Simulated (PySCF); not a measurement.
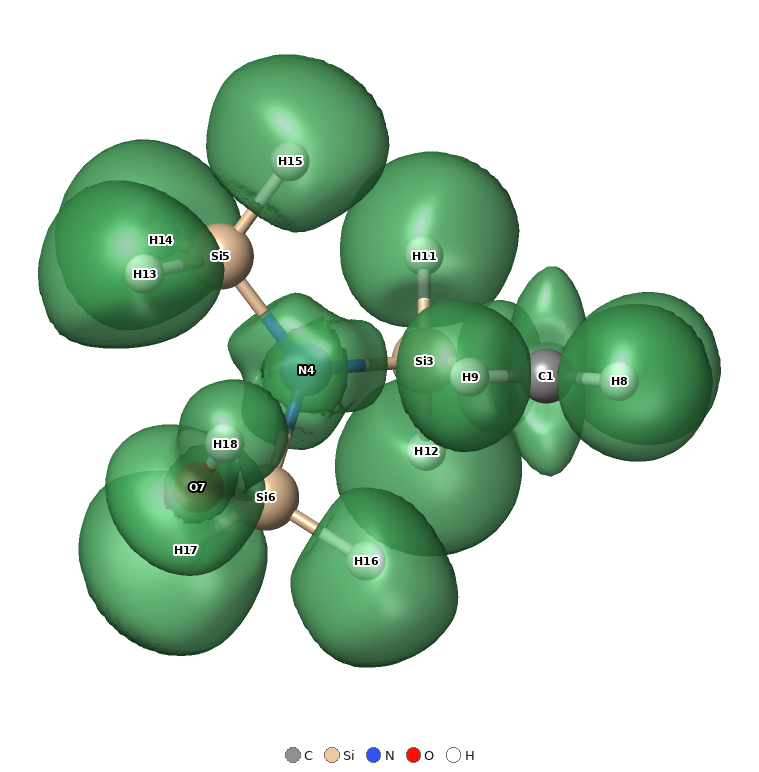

Figure 1: C₂H₁₁NOSi₃. Isosurface of the ELF at 0.75 (green), seen at an oblique angle. Only the valence region is drawn (cores and ρ < 0.01 e/Å³ removed).

Geometry: GFN2-xTB.

Level of theory: PBE0/pcSseg-1, SCF density, gas phase, non-relativistic (PySCF).

Input file:

```
{"job": {"kind": "nmr", "xc": "PBE0", "basis": "pcSseg-1"}, "charge": 0, "multiplicity": 1}
C      2.424440    -0.476790     0.477499
C      2.275088     0.403714    -0.498814
Si     0.621680     1.058059    -1.123268
N     -0.688300     0.272109    -0.279180
Si    -1.687438     1.191953     0.810051
Si    -1.109767    -1.360325    -0.729264
O     -1.741722    -2.181103     0.518658
H      3.388912    -0.832607     0.809082
H      1.568128    -0.884747     0.991923
H      3.162973     0.788286    -0.987310
H      0.526719     2.498928    -0.870826
H      0.495713     0.789000    -2.561463
H     -2.461250     0.269758     1.639601
H     -2.583139     2.066874     0.047069
H     -0.795911     1.985187     1.661580
H      0.119435    -1.997246    -1.197410
H     -2.209964    -1.403484    -1.683461
H     -1.314355    -2.181247     1.370595
```

Launched as:

```sh
OMP_NUM_THREADS=1 python probes_run.py task.json out
```

### What do the ELF domains correspond to?

The ELF exceeds this value in one region between bonded C–C atoms (shared pairs), one region between bonded C–Si atoms (shared pairs), ten regions around hydrogen nuclei, one region on N in which the atom's valence shell and bonds are merged and one joined region spread over several atoms (H, O), in which their bonds and any lone pairs are merged.

Values along the shortest contacts:
C–C (1.32 Å): the ELF peaks at about 0.90 between the atoms; a multiple bond. Si–O (1.62 Å): the ELF peaks at about 0.85 between the atoms; a polar covalent bond.
